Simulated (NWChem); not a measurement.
## HCl: energy and gradient calculation

The run: energy and gradient calculation of HCl. Method and program: MP2/6-31G*, RHF (NWChem 7.3.0).

The geometry comes from this level: PBE0-D4/def2-TZVP.

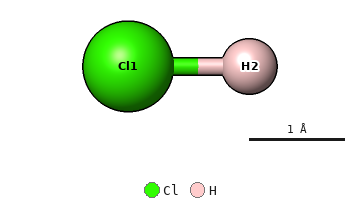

Figure 1. The structure (ball-and-stick view, seen on its broad side; atoms are numbered from 1 in the order of the input). Bond lengths as drawn: Cl–H 1.28 Å.

**Input file**
```python
from ase import Atoms
from ase.calculators.nwchem import NWChem

system = Atoms(['Cl', 'H'], positions=[
    [0.546000, -0.178500, 0.280800],
    [-0.546000, 0.178500, -0.280800],
])

calc = NWChem(
    label='clh',
    theory='mp2',
    memory='2200 mb',
    basis='6-31G*',
    basispar='spherical bse',
    scf={'nopen': '0', 'rhf': None, 'thresh': '1e-08', 'maxiter': '80'},
    mp2={'freeze': 'core 5', 'tight': None},
)
system.calc = calc

forces = system.get_forces()
print(f"energy = {system.get_potential_energy():.6f} eV")
print("forces (eV/A):")
for s, f in zip(system.symbols, forces):
    print(f"{s:2s} {f[0]:10.5f} {f[1]:10.5f} {f[2]:10.5f}")
```

**File clh.nwi**
```
title "clh"

permanent_dir clh

scratch_dir clh

start clh

geometry units angstrom nocenter noautosym noautoz
  Cl 5.4600000000000004e-01 -1.7849999999999999e-01 2.8079999999999999e-01
  H  -5.4600000000000004e-01 1.7849999999999999e-01 -2.8079999999999999e-01
end

memory 2200 mb

basis spherical bse noprint
   * library 6-31G*
end

scf
  nopen 0
  rhf
  thresh 1e-08
  maxiter 80
end
mp2
  freeze core 5
  tight
end

task mp2 gradient
```

Launch command:
```bash
export ASE_NWCHEM_COMMAND="nwchem PREFIX.nwi > PREFIX.nwo"
python run.py
```

**The program's output**
```
energy = -12522.378870 eV
forces (eV/A):
Cl    0.03389   -0.01106    0.01743
H    -0.03389    0.01106   -0.01743
```

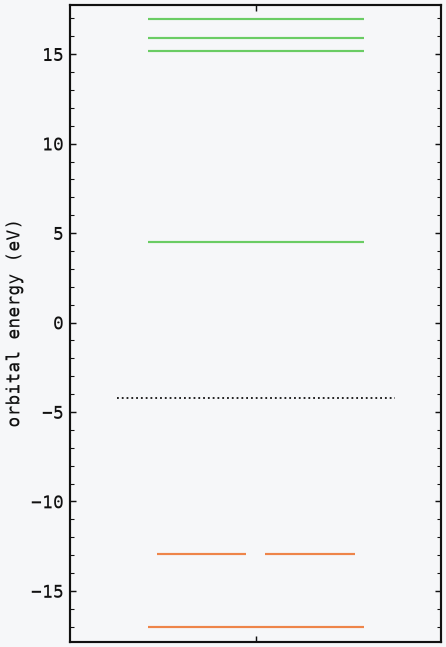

Figure 2. Orbital energies near the frontier (SCF reference); the dotted line parts filled from empty levels, and levels within 0.02 eV of each other stand side by side. Highest filled −12.93 eV, lowest empty 4.50 eV, 17.43 eV apart.

**Key numbers**

```csv
quantity,value
outcome,converged
total energy,−460.188939 hartree
SCF energy,−460.058216 hartree
correlation energy,−0.130723 hartree
basis functions,20
largest force,0.040 eV/Å
HOMO of the SCF reference,−12.93 eV
LUMO of the SCF reference,4.50 eV
hardware,"1 thread of AMD EPYC (Zen 3), 24 GiB of memory available, shared host"
wall time,3.3 s
peak memory,0.1 GiB
```
